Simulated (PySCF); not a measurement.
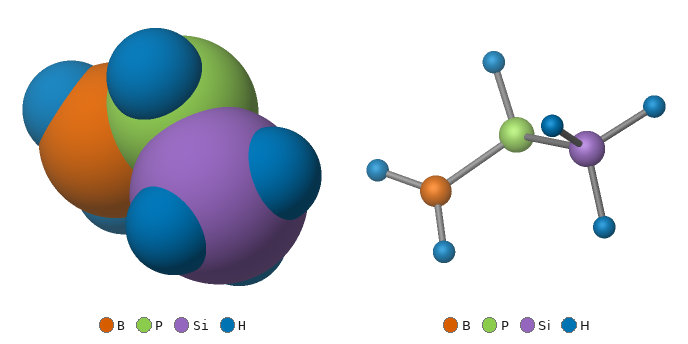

Two views of one molecule.

The geometry was computed by an optimisation with PBE0-D3(BJ)/def2-SVP. No frequency run is at hand to confirm it as a minimum.

Which formula does it have?

BH6PSi, 9 atoms: 1 boron, 6 hydrogen, 1 phosphorus and 1 silicon.

Does it have rings?

It has no ring.

Give a SMILES string for it.

BP[SiH3]

Name functional groups in it.

Among them: Si–H bond, B–H bond.

How many bonds of each kind are drawn?

3 Si–H, 2 B–H, 1 B–P, 1 P–Si, 1 P–H.

More results for the same structure follow; atom numbers are the same in all pictures, views and colours differ.

Shape

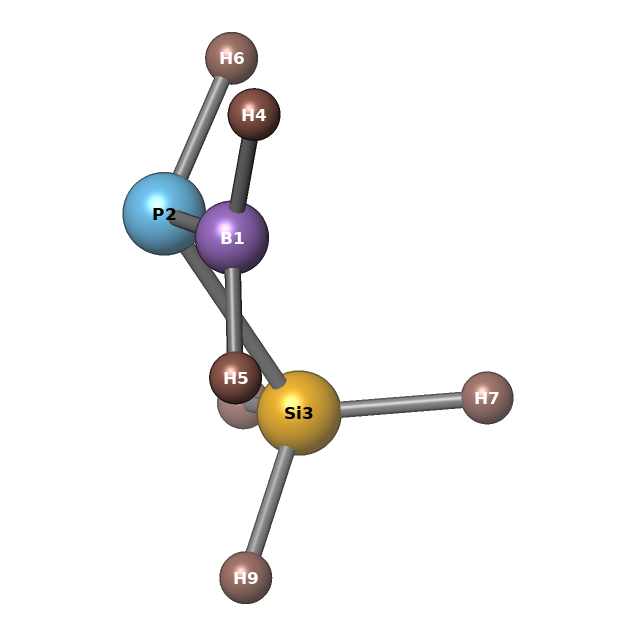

P2 lies behind B1. The molecule seen a little off the B1–P2 bond, B1 in front. Depth is shown by fading: the farther an atom, the more it takes the colour of the background. No frequency run is at hand to confirm it as a minimum.

What is the torsion angle H4–B1–P2–Si3? The sign is positive where the front bond must turn clockwise to cover the back bond.

142°, anticlinal.

Levels of theory compared

No frequency run is at hand to confirm it as a minimum. Program: PySCF 2.14.0.

Tabulate dipole (D), polarisability (bohr³) at these levels: LC-wPBE/def2-SVPD; PBE0/6-31+G*; PBE0/6-31G*; PBE0/aug-cc-pVDZ; PBE0/aug-cc-pVTZ; PBE0/def2-SVP; PBE0/def2-TZVP; PBE0/def2-TZVPD; ωB97X-D/def2-SVPD.

```csv
level,dipole (D),polarisability (bohr³)
LC-wPBE/def2-SVPD,0.92,71.9
PBE0/6-31+G*,1.05,67.6
PBE0/6-31G*,1.04,61.3
PBE0/aug-cc-pVDZ,0.95,75.8
PBE0/aug-cc-pVTZ,0.92,75.9
PBE0/def2-SVP,1.01,64.4
PBE0/def2-TZVP,0.92,71.5
PBE0/def2-TZVPD,0.90,75.5
ωB97X-D/def2-SVPD,0.92,73.6
```

Excitation

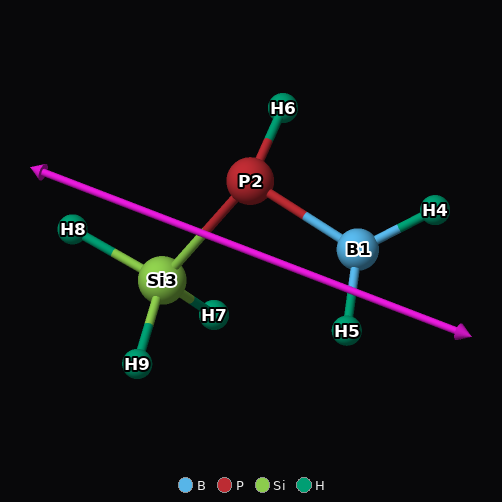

The double arrow shows the direction of the transition dipole to excited singlet state 1 (its length means nothing). No frequency run is at hand to confirm it as a minimum. Level of theory: TDDFT ωB97X-D/def2-SVPD, vertical, gas phase, core orbitals frozen in the response (PySCF 2.14.0).

Where does the transition lie, and how strong is it?

4.87 eV (254 nm), oscillator strength 0.092, mainly HOMO → LUMO (weight 0.91); transition dipole 2.23 D.

Core levels

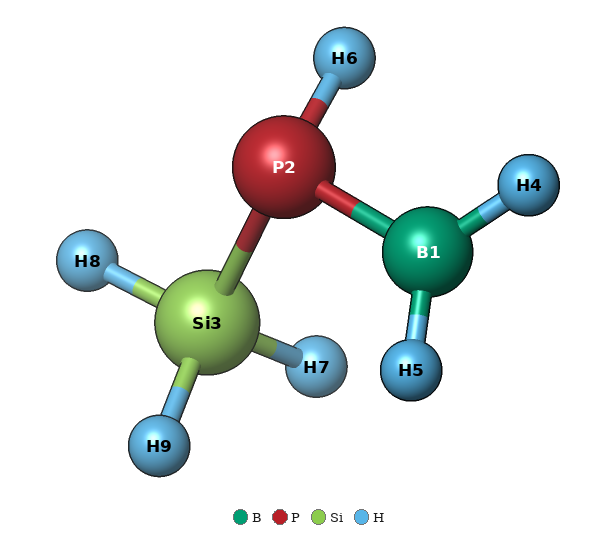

No frequency run is at hand to confirm it as a minimum. Method: delta-SCF UKS SCAN, pcX-1 on the ionised atom, pcseg-1 elsewhere, spin-free X2C (PySCF 2.14.0).

Give the core-electron binding energies (to vacuum; p and d levels without spin–orbit splitting) of B1 1s, P2 1s, P2 2p, Si3 1s, Si3 2p.

| atom | level | binding energy (eV) |
| --- | --- | --- |
| B1 | 1s | 195.4 |
| P2 | 1s | 2149.6 |
| P2 | 2p | 136.5 |
| Si3 | 1s | 1846.9 |
| Si3 | 2p | 107.4 |
